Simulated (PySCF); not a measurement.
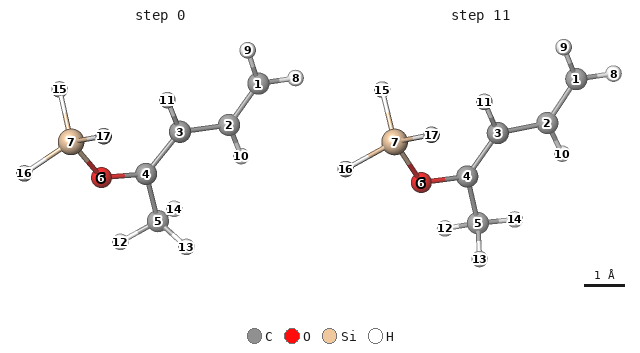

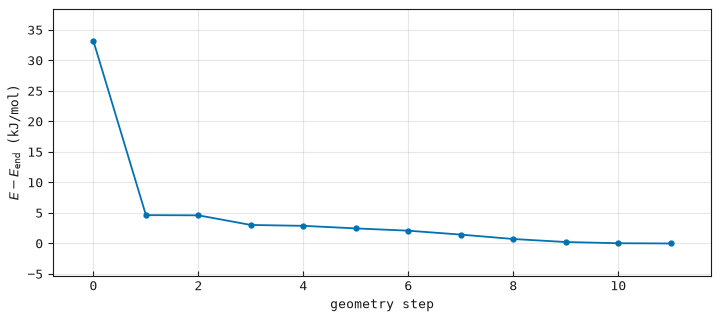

First and last geometry of a relaxation of C₅H₁₀OSi, with the history of the run. The picture is a ball-and-stick view, seen at a tilt.

The start comes from GFN2-xTB. Its atoms were then displaced at random by about 0.01 Å.

Theory: PySCF 2.14.0, density-fitted response routines, PBE0-D3(BJ)/def2-SVP geometry optimisation, gas phase. 

> Read the history and describe the run.

It converged. The largest move after the best rigid fit is that of H13, 0.76 Å. Largest moves by element: H 0.76 Å, O 0.13 Å, C 0.13 Å, Si 0.09 Å. Near-neighbour distances that change, for instance: O6–Si7 1.627 → 1.682 Å, Si7–H16 1.439 → 1.486 Å, C1–C2 1.297 → 1.342 Å, C4–O6 1.315 → 1.355 Å. Among the angles between lasting bonds that change: C4–O6–Si7 135.5° → 128.1°, O6–Si7–H16 99.8° → 104.8°, C3–C4–C5 122.2° → 126.8°. Groups turn about C4–C5 by about 40°. Over 11 geometry steps the energy falls by 33.2 kJ/mol. Cost: 2.1 min on 1 thread of Arm Neoverse V2 (shared host).
